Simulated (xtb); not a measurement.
# Geometry relaxation of Si2N2H8S (part 5 of 5)

Continued. System: Si2N2H8S, SMILES N[SiH2]S[SiH2]N. Method: GFN1-xTB (xtb 6.7.1). The geometry comes from this level: PBE0-D4/def2-TZVP.

Geometry of the input (Å):
```
N  -1.6480  1.8068  2.0474
Si -1.2712  0.5636  0.9345
S  0.7407  0.6970  0.1911
Si 0.7568  -1.0292  -1.0887
N  2.2673  -1.2696  -1.8547
H  -1.2217  1.7986  2.9606
H  -1.7578  2.7514  1.7139
H  -1.4355  -0.7414  1.6224
H  -2.2098  0.6696  -0.2104
H  -0.2715  -0.8494  -2.1437
H  0.4557  -2.2289  -0.2681
H  2.5567  -0.6379  -2.5847
H  3.0587  -1.5655  -1.3051
```

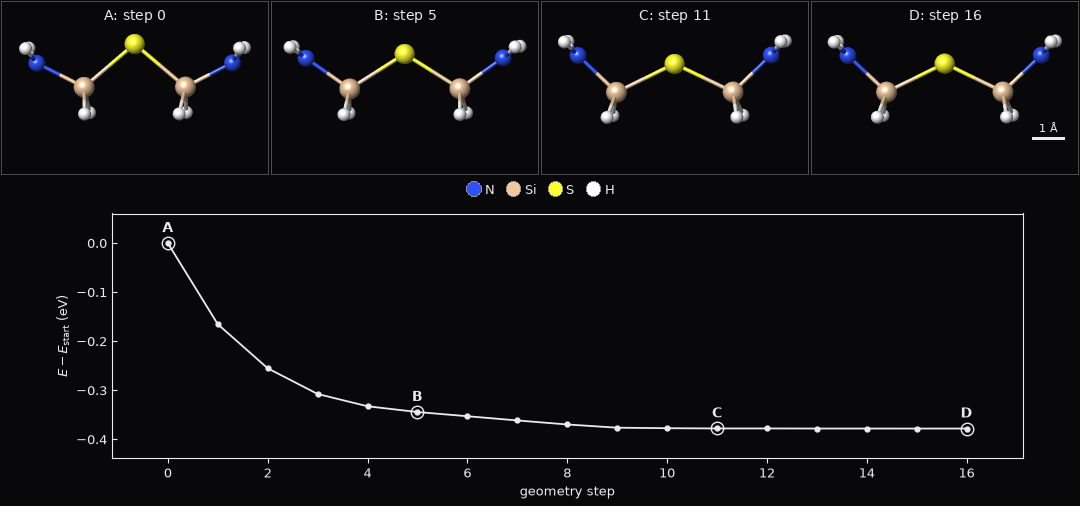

Fig. 1: Frames of the relaxation (ball-and-stick view, seen at a tilt) above the curves, on which the letters mark them (steps are counted from 0).

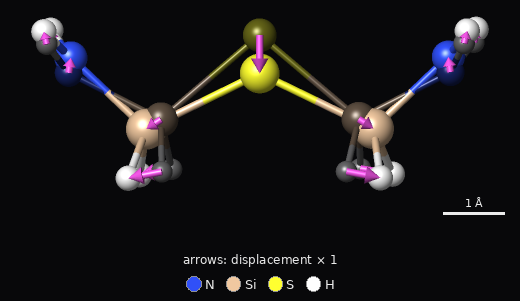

Fig. 2: Start (faint) and end (solid) with the displacements as pink arrows, at true length (ball-and-stick view, seen at a tilt). The two geometries are laid on each other by the best rigid fit. The largest move after the best rigid fit is that of S3, 0.63 Å. By element the largest moves are S 0.63 Å, H 0.57 Å, Si 0.29 Å, N 0.25 Å. Distances before and after: S3–Si4 2.149 → 2.093 Å, Si2–H8 1.484 → 1.448 Å, N1–Si2 1.711 → 1.715 Å. Among the angles that change: Si2–S3–Si4 99.4° → 128.2°, Si4–N5–H12 119.3° → 125.7°, S3–Si2–H8 108.6° → 111.5°. Over 16 geometry steps the energy falls by 0.378 eV. (Atoms are counted from 1 in the order of the input.)

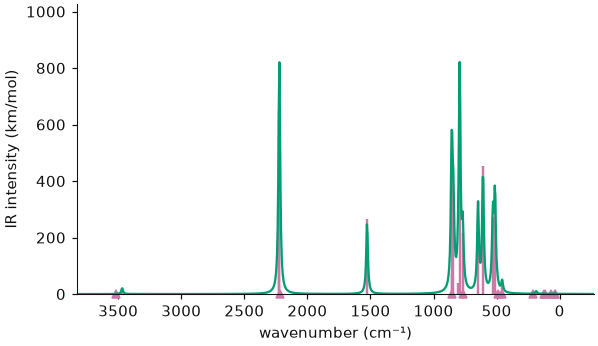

Fig. 3: Harmonic infrared spectrum, unscaled: sticks (degenerate modes added up, dark ones marked on the axis) with a Lorentzian envelope of 16 cm⁻¹ full width, scaled to the tallest stick. 33 modes from 35 to 3518 cm⁻¹, none imaginary. The strongest line is at 793 cm⁻¹ (821 km/mol).

Summary

| quantity | value |
| --- | --- |
| outcome | converged |
| electrons treated | 32 |
| total energy | −18.324390 hartree |
| dispersion energy | −0.005083 hartree |
| basis functions | 54 |
| HOMO | −10.93 eV |
| LUMO | −4.92 eV |
| zero-point energy | 0.085540 hartree |
| dipole moment | 2.45 D |
| wavenumbers, lowest and highest | 35 and 3518 cm⁻¹ |
| wall time | 1.7 s |
| peak memory | 0.071 GiB |
